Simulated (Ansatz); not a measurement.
**Geometry relaxation, with input and output: CH7BO (part 2 of 3)**

Continued. System: CH7BO. Method: RKS PBE0/def2-SVP (Ansatz 0.2.0). It belongs to a series of runs on one base structure; here: end point B relaxed.

Geometry of the input (Å):
```
B  -0.0821  -0.4605  -0.4954
C  -0.0491  -0.2174  2.2989
H  -0.9870  -0.0820  2.8538
H  0.7328  -0.5871  2.9771
H  0.2593  0.7436  1.8688
O  1.1300  0.0056  -0.8636
H  1.8118  -0.6707  -0.8515
H  -0.9885  0.3349  -0.4636
H  -0.2509  -1.6215  -0.2467
H  -0.2152  -0.9688  1.5052
```

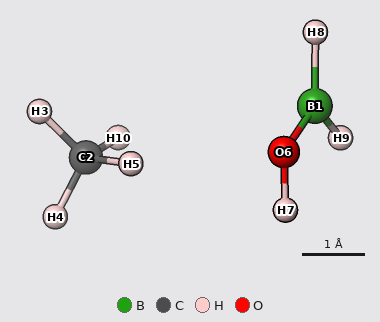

Fig. 1: The geometry at step 20 of the log (ball-and-stick view, seen at a tilt; atoms are numbered from 1 in the order of the input).

Trajectory as extended XYZ, continued
```
10
Properties=species:S:1:pos:R:3:forces:R:3 step=7 energy=-3867.72235
B    -0.0474   -0.4826   -0.8988    0.0717  -0.0948   0.0756
C    -0.0932   -0.2208    2.6709   -0.0002   0.0043   0.0080
H    -0.9349    0.1781    3.2523    0.0018   0.0022   0.0006
H     0.7008   -0.5513    3.3538   -0.0030  -0.0008  -0.0007
H     0.2957    0.5640    2.0084    0.0051  -0.0025  -0.0008
O     1.1618    0.0647   -1.1274   -0.0221  -0.0452  -0.0477
H     1.8718   -0.5871   -1.1543   -0.0423   0.0572   0.0298
H    -0.9936    0.2673   -0.8656    0.0088   0.0168  -0.0179
H    -0.1606   -1.6828   -0.7276   -0.0192   0.0648  -0.0466
H    -0.4391   -1.0735    2.0712   -0.0006  -0.0020  -0.0002
10
Properties=species:S:1:pos:R:3:forces:R:3 step=8 energy=-3867.72389
B    -0.0730   -0.5001   -0.9191    0.0224   0.0313  -0.0147
C    -0.0711   -0.2230    2.6623    0.0081  -0.0054   0.0073
H    -0.8870    0.2482    3.2281    0.0338  -0.0016  -0.0233
H     0.6903   -0.5983    3.3602   -0.0232   0.0035  -0.0079
H     0.3850    0.5164    1.9886   -0.0308  -0.0275   0.0169
O     1.1243    0.0936   -1.0852    0.0945  -0.0880   0.0840
H     1.8680   -0.5196   -1.0234   -0.1336   0.0859  -0.0615
H    -1.0431    0.2218   -0.9424    0.0169  -0.0250  -0.0278
H    -0.1578   -1.7010   -0.7631   -0.0033  -0.0042   0.0164
H    -0.4744   -1.0619    2.0769    0.0153   0.0312   0.0106
10
Properties=species:S:1:pos:R:3:forces:R:3 step=9 energy=-3867.72519
B    -0.0735   -0.5008   -0.9200    0.0165  -0.0221  -0.0544
C    -0.0695   -0.2237    2.6670   -0.0336   0.0223   0.0101
H    -0.8797    0.2694    3.2253    0.0693  -0.0315  -0.0492
H     0.6839   -0.6023    3.3720   -0.0209   0.0069  -0.0123
H     0.3991    0.5002    1.9841   -0.0328  -0.0448   0.0322
O     1.1211    0.1028   -1.0669    0.0745  -0.0793   0.0296
H     1.8656   -0.5110   -1.0339   -0.1090   0.0827  -0.0060
H    -1.0499    0.2114   -0.9535    0.0174  -0.0097   0.0134
H    -0.1505   -1.7060   -0.7824   -0.0027   0.0288   0.0145
H    -0.4853   -1.0640    2.0913    0.0212   0.0467   0.0220
10
Properties=species:S:1:pos:R:3:forces:R:3 step=10 energy=-3867.72527
B    -0.0809   -0.5144   -0.9511   -0.0495   0.0679   0.1097
C    -0.0609   -0.2239    2.6802   -0.0183   0.0498   0.0091
H    -0.8574    0.3203    3.2127    0.1169  -0.0698  -0.0372
H     0.6631   -0.6320    3.4020   -0.0729   0.0520  -0.0325
H     0.4536    0.4655    1.9929   -0.0437  -0.0750   0.0510
O     1.1005    0.1221   -1.0475    0.1395  -0.0827  -0.0533
H     1.8617   -0.4713   -1.0134   -0.1243   0.0821   0.0187
H    -1.0716    0.1783   -0.9919    0.0163  -0.0232  -0.0302
H    -0.1377   -1.7175   -0.8110    0.0151  -0.0424  -0.0447
H    -0.5090   -1.0510    2.1101    0.0209   0.0413   0.0095
10
Properties=species:S:1:pos:R:3:forces:R:3 step=11 energy=-3867.72687
B    -0.0873   -0.5124   -0.9446    0.0295   0.0313  -0.0018
C    -0.0556   -0.2268    2.6717   -0.0181   0.0495   0.0001
H    -0.8412    0.3374    3.1983    0.0870  -0.0543  -0.0499
H     0.6610   -0.6303    3.4017   -0.0373   0.0251  -0.0249
H     0.4692    0.4425    1.9721   -0.0526  -0.0726   0.0573
O     1.0936    0.1308   -1.0285    0.0408  -0.0927   0.0074
H     1.8558   -0.4594   -0.9787   -0.1052   0.0675  -0.0006
H    -1.0826    0.1725   -1.0016    0.0242  -0.0177  -0.0016
H    -0.1356   -1.7202   -0.8244    0.0078   0.0133  -0.0045
H    -0.5162   -1.0580    2.1170    0.0239   0.0506   0.0185
10
Properties=species:S:1:pos:R:3:forces:R:3 step=12 energy=-3867.72777
B    -0.0911   -0.5118   -0.9476    0.0253  -0.0040  -0.0171
C    -0.0516   -0.2296    2.6698   -0.0118   0.0405  -0.0103
H    -0.8266    0.3568    3.1851    0.0501  -0.0336  -0.0425
H     0.6565   -0.6285    3.4093   -0.0103   0.0058  -0.0149
H     0.4839    0.4163    1.9576   -0.0421  -0.0542   0.0499
O     1.0862    0.1392   -1.0149    0.0119  -0.0489   0.0172
H     1.8496   -0.4467   -0.9570   -0.0546   0.0361  -0.0054
H    -1.0902    0.1658   -1.0116    0.0125  -0.0096   0.0004
H    -0.1309   -1.7216   -0.8386    0.0018   0.0280   0.0033
H    -0.5245   -1.0638    2.1308    0.0173   0.0398   0.0194
10
Properties=species:S:1:pos:R:3:forces:R:3 step=13 energy=-3867.72891
B    -0.1009   -0.5155   -0.9648    0.0252   0.0027  -0.0300
C    -0.0408   -0.2349    2.6738   -0.0063   0.0783  -0.0383
H    -0.7913    0.4098    3.1568    0.0688  -0.0602  -0.0568
H     0.6413   -0.6357    3.4363   -0.0039   0.0106  -0.0146
H     0.5301    0.3545    1.9382   -0.0682  -0.0743   0.0903
O     1.0638    0.1610   -0.9849   -0.0428  -0.0065   0.0169
H     1.8361   -0.4090   -0.9094    0.0060  -0.0073  -0.0024
H    -1.1116    0.1412   -1.0531    0.0061  -0.0026   0.0033
H    -0.1181   -1.7268   -0.8750    0.0029   0.0156   0.0103
H    -0.5475   -1.0684    2.1653    0.0123   0.0437   0.0213
10
Properties=species:S:1:pos:R:3:forces:R:3 step=14 energy=-3867.72957
B    -0.1059   -0.5160   -0.9782    0.0491   0.0035   0.0083
C    -0.0350   -0.2391    2.6760   -0.0121   0.0772  -0.0499
H    -0.7678    0.4392    3.1402    0.0651  -0.0657  -0.0596
H     0.6362   -0.6347    3.4504    0.0063   0.0049  -0.0092
H     0.5504    0.3134    1.9233   -0.0722  -0.0699   0.0965
O     1.0517    0.1740   -0.9671   -0.0814  -0.0080   0.0009
H     1.8280   -0.3881   -0.8805    0.0221  -0.0184   0.0002
H    -1.1225    0.1294   -1.0789    0.0057   0.0005  -0.0092
H    -0.1106   -1.7282   -0.8940    0.0021   0.0240  -0.0037
H    -0.5634   -1.0740    2.1918    0.0153   0.0519   0.0257
10
Properties=species:S:1:pos:R:3:forces:R:3 step=15 energy=-3867.73037
B    -0.1095   -0.5168   -0.9918    0.0702   0.0466  -0.0346
C    -0.0306   -0.2433    2.6855   -0.0194   0.0561  -0.0342
H    -0.7447    0.4671    3.1296    0.0621  -0.0644  -0.0408
H     0.6327   -0.6351    3.4687   -0.0043   0.0129  -0.0086
H     0.5659    0.2718    1.9170   -0.0510  -0.0473   0.0683
O     1.0402    0.1867   -0.9590   -0.0891  -0.0261  -0.0015
H     1.8218   -0.3670   -0.8638    0.0126  -0.0130   0.0115
H    -1.1303    0.1172   -1.1182    0.0019   0.0025   0.0115
H    -0.1020   -1.7276   -0.9112    0.0023  -0.0089   0.0098
H    -0.5822   -1.0768    2.2261    0.0146   0.0417   0.0186
10
Properties=species:S:1:pos:R:3:forces:R:3 step=16 energy=-3867.73052
B    -0.1142   -0.5188   -1.0341    0.1113   0.1285   0.1327
C    -0.0236   -0.2488    2.7022   -0.0360  -0.0091  -0.0095
H    -0.7073    0.5021    3.1233    0.0368  -0.0356  -0.0072
H     0.6367   -0.6324    3.4919   -0.0122   0.0143   0.0007
H     0.5791    0.2140    1.9091   -0.0153  -0.0127   0.0050
O     1.0233    0.2036   -0.9486   -0.0787  -0.1142  -0.0433
H     1.8108   -0.3384   -0.8221   -0.0687   0.0313  -0.0038
H    -1.1411    0.1020   -1.1833    0.0287  -0.0126  -0.0424
H    -0.0923   -1.7274   -0.9383    0.0060  -0.0326  -0.0456
H    -0.6101   -1.0798    2.2829    0.0282   0.0429   0.0135
10
Properties=species:S:1:pos:R:3:forces:R:3 step=17 energy=-3867.73187
B    -0.1173   -0.5174   -1.0441    0.0405   0.0298  -0.0241
C    -0.0195   -0.2519    2.7095   -0.0274  -0.0302  -0.0237
H    -0.6820    0.5201    3.1236    0.0115  -0.0094  -0.0036
H     0.6461   -0.6265    3.4984    0.0013   0.0013   0.0059
H     0.5784    0.1808    1.8959   -0.0186  -0.0087   0.0086
O     1.0117    0.2113   -0.9388    0.0391  -0.0752   0.0337
H     1.8000   -0.3245   -0.7874   -0.1013   0.0541  -0.0272
H    -1.1437    0.0952   -1.2290    0.0294  -0.0172   0.0045
H    -0.0855   -1.7287   -0.9651   -0.0088   0.0081   0.0093
H    -0.6271   -1.0824    2.3199    0.0342   0.0474   0.0165
10
Properties=species:S:1:pos:R:3:forces:R:3 step=18 energy=-3867.73234
B    -0.1163   -0.5173   -1.0516   -0.0242  -0.0150  -0.0184
C    -0.0190   -0.2518    2.7126   -0.0061  -0.0128  -0.0147
H    -0.6774    0.5208    3.1316    0.0051  -0.0029  -0.0023
H     0.6550   -0.6232    3.4960    0.0019   0.0006   0.0015
H     0.5694    0.1788    1.8911   -0.0158  -0.0072   0.0121
O     1.0095    0.2107   -0.9313    0.0572  -0.0096   0.0190
H     1.7959   -0.3252   -0.7780   -0.0454   0.0245  -0.0103
H    -1.1408    0.0954   -1.2440    0.0167  -0.0122   0.0017
H    -0.0858   -1.7290   -0.9755   -0.0054   0.0121   0.0032
H    -0.6295   -1.0831    2.3320    0.0159   0.0224   0.0082
10
Properties=species:S:1:pos:R:3:forces:R:3 step=19 energy=-3867.73317
B    -0.1169   -0.5178   -1.0880   -0.0258  -0.0128  -0.0026
C    -0.0149   -0.2532    2.7314    0.0129   0.0070  -0.0265
H    -0.6514    0.5343    3.1577    0.0120  -0.0127  -0.0149
H     0.6831   -0.6135    3.4996   -0.0085   0.0009  -0.0187
H     0.5478    0.1549    1.8793   -0.0363  -0.0191   0.0506
O     0.9990    0.2150   -0.9131   -0.0039   0.0160  -0.0118
H     1.7815   -0.3175   -0.7368    0.0012  -0.0099   0.0105
H    -1.1365    0.0899   -1.3192    0.0248  -0.0073   0.0033
H    -0.0847   -1.7298   -1.0173    0.0030   0.0137  -0.0054
H    -0.6457   -1.0863    2.3894    0.0205   0.0243   0.0153
10
Properties=species:S:1:pos:R:3:forces:R:3 step=20 energy=-3867.73055 accepted=F
B    -0.1172   -0.5184   -1.1732    0.1647   0.1351   0.0681
C    -0.0070   -0.2551    2.7762    0.0682  -0.0247  -0.1188
H    -0.5956    0.5585    3.2261    0.0363  -0.0402  -0.0729
H     0.7539   -0.5885    3.5019   -0.1070   0.0043  -0.1339
H     0.4863    0.1090    1.8548   -0.1402  -0.0750   0.2615
O     0.9778    0.2210   -0.8773   -0.2782  -0.1224  -0.1066
H     1.7484   -0.3064   -0.6414   -0.0439  -0.0259   0.0075
H    -1.1224    0.0821   -1.4911    0.1358  -0.0175   0.0354
H    -0.0838   -1.7317   -1.1167    0.0217   0.0297  -0.0117
H    -0.6791   -1.0943    2.5237    0.1426   0.1364   0.0716
10
Properties=species:S:1:pos:R:3:forces:R:3 step=21 energy=-3867.73328
B    -0.1164   -0.5173   -1.0905   -0.0231  -0.0134  -0.0036
C    -0.0154   -0.2535    2.7334    0.0100   0.0066  -0.0239
H    -0.6505    0.5343    3.1608    0.0107  -0.0112  -0.0128
H     0.6858   -0.6125    3.4992   -0.0065   0.0004  -0.0157
H     0.5437    0.1535    1.8787   -0.0309  -0.0160   0.0440
O     0.9998    0.2151   -0.9160   -0.0041   0.0164  -0.0072
H     1.7814   -0.3175   -0.7363    0.0023  -0.0100   0.0080
H    -1.1352    0.0906   -1.3237    0.0212  -0.0056   0.0015
H    -0.0850   -1.7292   -1.0176    0.0027   0.0121  -0.0040
H    -0.6470   -1.0873    2.3950    0.0177   0.0207   0.0139
10
Properties=species:S:1:pos:R:3:forces:R:3 step=22 energy=-3867.73441
B    -0.1140   -0.5149   -1.1386    0.0048  -0.0011  -0.0071
C    -0.0147   -0.2556    2.7637    0.0313  -0.0027  -0.0205
H    -0.6286    0.5380    3.2106    0.0100  -0.0038  -0.0112
H     0.7289   -0.5986    3.4979   -0.0357   0.0067  -0.0442
H     0.4959    0.1372    1.8723   -0.0305  -0.0175   0.0575
O     0.9968    0.2155   -0.9219   -0.0096  -0.0003   0.0113
H     1.7676   -0.3176   -0.6991   -0.0197   0.0005  -0.0071
H    -1.1199    0.0936   -1.4204    0.0219  -0.0006  -0.0003
H    -0.0891   -1.7257   -1.0554    0.0002   0.0007   0.0017
H    -0.6618   -1.0959    2.4740    0.0275   0.0182   0.0198
10
Properties=species:S:1:pos:R:3:forces:R:3 step=23 energy=-3867.73375 accepted=F
B    -0.1108   -0.5128   -1.2109    0.0949   0.0842   0.0662
C    -0.0106   -0.2571    2.8019    0.0908  -0.0413  -0.0789
H    -0.5918    0.5450    3.2788    0.0334  -0.0136  -0.0374
H     0.7976   -0.5746    3.4835   -0.1464   0.0265  -0.1336
H     0.4224    0.1142    1.8557   -0.0922  -0.0637   0.2051
O     0.9848    0.2148   -0.9039   -0.0402  -0.1245  -0.0036
H     1.7382   -0.3205   -0.6229   -0.1448   0.0615  -0.0530
H    -1.0947    0.0988   -1.5649    0.0860  -0.0176   0.0058
H    -0.0956   -1.7231   -1.1236    0.0006  -0.0046  -0.0159
H    -0.6783   -1.1087    2.5894    0.1180   0.0932   0.0452
10
Properties=species:S:1:pos:R:3:forces:R:3 step=24 energy=-3867.73535
B    -0.1160   -0.5155   -1.1677    0.0476   0.0204  -0.0563
C    -0.0100   -0.2547    2.7797    0.0083  -0.0021  -0.0114
H    -0.6109    0.5420    3.2383    0.0080  -0.0017  -0.0090
H     0.7574   -0.5886    3.4920   -0.0180  -0.0013  -0.0211
H     0.4703    0.1299    1.8692   -0.0179  -0.0067   0.0295
O     0.9854    0.2144   -0.9018   -0.0447  -0.0152   0.0058
H     1.7489   -0.3195   -0.6570   -0.0223  -0.0033   0.0025
H    -1.1083    0.0944   -1.4928    0.0218  -0.0034   0.0270
H    -0.0917   -1.7271   -1.0973   -0.0044   0.0011   0.0186
H    -0.6639   -1.0992    2.5201    0.0216   0.0123   0.0143
10
Properties=species:S:1:pos:R:3:forces:R:3 step=25 energy=-3867.72769 accepted=F
B    -0.1079   -0.5185   -1.2390    0.0403   0.1192   0.4948
C    -0.0037   -0.2533    2.7974   -0.0063  -0.0094   0.0040
H    -0.5896    0.5465    3.2692    0.0053   0.0027  -0.0004
H     0.7917   -0.5765    3.4822   -0.0015  -0.0022   0.0028
H     0.4391    0.1224    1.8657   -0.0103   0.0008  -0.0060
O     0.9692    0.2124   -0.8747   -0.0903  -0.1168  -0.1701
H     1.7197   -0.3229   -0.5923   -0.0636   0.0117  -0.0220
H    -1.0968    0.0980   -1.5608    0.0685  -0.0124  -0.1480
H    -0.0973   -1.7285   -1.1390    0.0445  -0.0018  -0.1583
H    -0.6632   -1.1034    2.5743    0.0135   0.0082   0.0032
10
Properties=species:S:1:pos:R:3:forces:R:3 step=26 energy=-3867.73620
B    -0.1140   -0.5148   -1.1856   -0.0027  -0.0003  -0.0090
C    -0.0079   -0.2550    2.7852    0.0027   0.0006  -0.0015
H    -0.6029    0.5417    3.2508    0.0022  -0.0022   0.0037
H     0.7747   -0.5829    3.4824   -0.0007   0.0038  -0.0016
H     0.4516    0.1281    1.8644   -0.0038  -0.0043   0.0011
O     0.9801    0.2143   -0.8954    0.0147  -0.0078   0.0152
H     1.7336   -0.3229   -0.6286    0.0021   0.0063  -0.0004
H    -1.0971    0.0973   -1.5268   -0.0188   0.0077  -0.0113
H    -0.0954   -1.7256   -1.1073    0.0026  -0.0063   0.0024
H    -0.6615   -1.1042    2.5439    0.0016   0.0025   0.0013
10
Properties=species:S:1:pos:R:3:forces:R:3 step=27 energy=-3867.73677
B    -0.1142   -0.5146   -1.2021    0.0061   0.0173   0.0067
C    -0.0051   -0.2546    2.7920    0.0055  -0.0032  -0.0025
H    -0.5945    0.5429    3.2635    0.0029  -0.0019   0.0031
H     0.7899   -0.5770    3.4780   -0.0044   0.0054  -0.0044
H     0.4380    0.1249    1.8617   -0.0072  -0.0063   0.0061
O     0.9736    0.2135   -0.8838    0.0015  -0.0270   0.0025
H     1.7217   -0.3252   -0.6040   -0.0114   0.0130  -0.0013
H    -1.0904    0.0989   -1.5627   -0.0005   0.0002  -0.0079
H    -0.0973   -1.7257   -1.1258    0.0026  -0.0037  -0.0039
H    -0.6605   -1.1069    2.5661    0.0049   0.0064   0.0017
10
Properties=species:S:1:pos:R:3:forces:R:3 step=28 energy=-3867.73753
B    -0.1138   -0.5138   -1.2255    0.0231   0.0381   0.0174
C    -0.0015   -0.2544    2.8020    0.0137  -0.0088  -0.0059
H    -0.5822    0.5439    3.2829    0.0041  -0.0022   0.0034
H     0.8136   -0.5674    3.4691   -0.0136   0.0103  -0.0117
H     0.4144    0.1201    1.8567   -0.0123  -0.0118   0.0178
O     0.9648    0.2122   -0.8695   -0.0063  -0.0612  -0.0001
H     1.7025   -0.3293   -0.5668   -0.0342   0.0304  -0.0118
H    -1.0777    0.1019   -1.6160    0.0143  -0.0055  -0.0043
H    -0.1007   -1.7251   -1.1509    0.0017  -0.0020  -0.0062
H    -0.6584   -1.1120    2.6009    0.0095   0.0128   0.0014
10
Properties=species:S:1:pos:R:3:forces:R:3 step=29 energy=-3867.73835
B    -0.1123   -0.5125   -1.2612    0.0694   0.0809   0.0417
C     0.0036   -0.2541    2.8181    0.0230  -0.0162  -0.0141
H    -0.5636    0.5453    3.3132    0.0086  -0.0035   0.0006
H     0.8487   -0.5523    3.4552   -0.0323   0.0157  -0.0252
H     0.3769    0.1123    1.8512   -0.0210  -0.0209   0.0426
O     0.9514    0.2101   -0.8506   -0.0201  -0.1370  -0.0017
H     1.6728   -0.3359   -0.5136   -0.0910   0.0699  -0.0424
H    -1.0564    0.1068   -1.6953    0.0398  -0.0134   0.0048
H    -0.1053   -1.7240   -1.1892    0.0008  -0.0006  -0.0082
H    -0.6545   -1.1196    2.6552    0.0229   0.0254   0.0020
10
Properties=species:S:1:pos:R:3:forces:R:3 step=30 energy=-3867.73889
B    -0.1106   -0.5117   -1.2813    0.0726   0.0736   0.0509
C     0.0057   -0.2538    2.8282    0.0246  -0.0175  -0.0171
H    -0.5536    0.5464    3.3310    0.0100  -0.0029  -0.0021
H     0.8670   -0.5432    3.4478   -0.0391   0.0147  -0.0291
H     0.3547    0.1073    1.8500   -0.0224  -0.0218   0.0512
O     0.9435    0.2080   -0.8420   -0.0023  -0.1462   0.0042
H     1.6564   -0.3398   -0.4890   -0.1105   0.0827  -0.0543
H    -1.0431    0.1098   -1.7363    0.0389  -0.0108   0.0038
H    -0.1066   -1.7234   -1.2122    0.0000   0.0002  -0.0105
H    -0.6522   -1.1234    2.6868    0.0281   0.0279   0.0029
10
Properties=species:S:1:pos:R:3:forces:R:3 step=31 energy=-3867.73963
B    -0.1093   -0.5105   -1.3169    0.1322   0.0525  -0.0257
C     0.0092   -0.2530    2.8515    0.0386  -0.0247  -0.0289
H    -0.5349    0.5493    3.3680    0.0124  -0.0031  -0.0061
H     0.9010   -0.5250    3.4364   -0.0649   0.0179  -0.0441
H     0.3104    0.0974    1.8528   -0.0265  -0.0297   0.0800
O     0.9279    0.2032   -0.8306    0.0196  -0.1585   0.0511
H     1.6244   -0.3480   -0.4490   -0.1404   0.1023  -0.0761
H    -1.0133    0.1161   -1.8174    0.0025   0.0019   0.0255
H    -0.1074   -1.7230   -1.2639   -0.0159   0.0012   0.0211
H    -0.6466   -1.1305    2.7523    0.0423   0.0402   0.0034
10
Properties=species:S:1:pos:R:3:forces:R:3 step=32 energy=-3867.71906 accepted=F
B    -0.0836   -0.5109   -1.4499    0.2683   0.2905   0.7120
C     0.0200   -0.2496    2.9075    0.1784  -0.1234  -0.1813
H    -0.4844    0.5600    3.4554    0.0422  -0.0212  -0.0582
H     0.9857   -0.4788    3.4056   -0.3566   0.0494  -0.1909
H     0.2031    0.0708    1.8586   -0.0830  -0.1229   0.4395
O     0.8786    0.1895   -0.7847   -0.1750  -0.4810  -0.2602
H     1.5294   -0.3693   -0.3292   -0.3251   0.1811  -0.2338
H    -0.9472    0.1340   -2.0006    0.1524  -0.0058  -0.0846
H    -0.1106   -1.7235   -1.3937    0.0779   0.0132  -0.1350
H    -0.6298   -1.1463    2.9141    0.2205   0.2200  -0.0077
```
